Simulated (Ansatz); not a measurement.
# Gate voltage at the highest density: W2CCl2 MXene under 2H-MoS2, AB

A layer charged from one gate needs a voltage that grows with the carrier density; the slope is e over the total capacitance.

How it was computed: Ansatz 0.2.0, plane waves with PAW datasets (its set soft_2), LDA; isolated slab, charged sheet 5 Å from the outer atoms behind model barriers, atoms held, Fermi-Dirac smearing of 0.02585 eV. The voltage is that of the gate against the layer's Fermi level, from the uncharged case, which has no gap over 0.05 eV.

```
  run  added electrons (10¹³ per cm²)  gate voltage (V)
run 1                           −1.00             −0.77
run 2                           −2.00             −1.58
run 3                           −4.00             −3.50
run 4                           −7.00             −6.21
run 5                          −11.00                 ?
```

**Question.** What value belongs in the row marked “?”, and how far can the other rows tell?

A least-squares line through the 4 rows shown has slope 0.9138 and intercept 0.1833; no row lies more than 0.06 V off it. The capacitance is 1.602/0.9138 = 1.75 µF/cm², against 1.77 µF/cm² for plates 5 Å apart in vacuum. The line misses the origin, so the series is curved at low densities. At −11.00 it gives 0.9138 × (−11.00) + 0.1833 = −9.87 V, beyond the rows fitted. Rounding and scatter of the rows alone allow about ±0.161 V there.

The run itself gives −9.22 V: a miss of +0.65 V, or 7.0 % of the value. The capacitance rises towards the highest density.

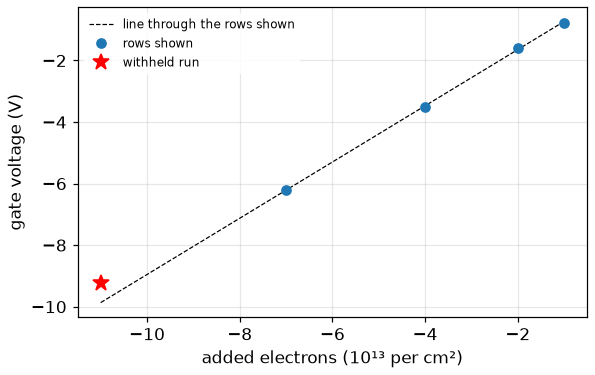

The fit and the withheld run.

**Limits.** The gates are model sheets, not atoms, and low densities sample few k-points. Spin-orbit coupling is left out, which changes the bands of elements this heavy.

[Logs are printed without paths, hosts, clocks, repeated set-up lines and the standing remarks that a program may print on its own settings, such as how far it seeks lower states.]
